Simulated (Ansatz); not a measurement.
## Se, pressure series

The parent structure is Se (space group P3_121, No. 152; made of chains).

```cif
data_Se3
_chemical_formula_sum 'Se3'
_space_group_name_H-M_alt 'P 1'
_space_group_IT_number 1
_cell_length_a 4.50658
_cell_length_b 4.50658
_cell_length_c 4.98884
_cell_angle_alpha 90.000
_cell_angle_beta 90.000
_cell_angle_gamma 120.000
loop_
_space_group_symop_operation_xyz
  'x, y, z'
loop_
_atom_site_label
_atom_site_type_symbol
_atom_site_fract_x
_atom_site_fract_y
_atom_site_fract_z
_atom_site_occupancy
Se1 Se 0.21689 0.00000 0.83333 1
Se2 Se 0.00000 0.21689 0.16667 1
Se3 Se 0.78311 0.78311 0.50000 1
```

Cell and atoms are relaxed at each pressure.

Method: r2SCAN (Ansatz, a first-principles code, PAW, no SOC), earlier PAW set.

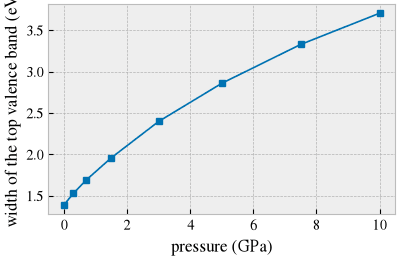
Figure. Width of the top valence band against pressure

Task: From the plot, what is the width of the top valence band for pressure 3 GPa?

Result: About 2.4 eV.

Task: Is the trend monotonic over the range shown?

Result: Yes, it rises throughout, spanning 1.39 eV to 3.71 eV.

From pressure 10 GPa on, the axis ratios lie over 15 % from the base's, so the cell there is far from its starting form. The levels and masses belong to the bands next to the band gap. Load acts through the strain it causes; cell and atoms are relaxed under it. Whether these cells are dynamically stable was not tested. Competing high-pressure phases were not computed. No dispersion term is included, though the crystal is made of layers, chains or molecules, so its spacings can come out too wide.
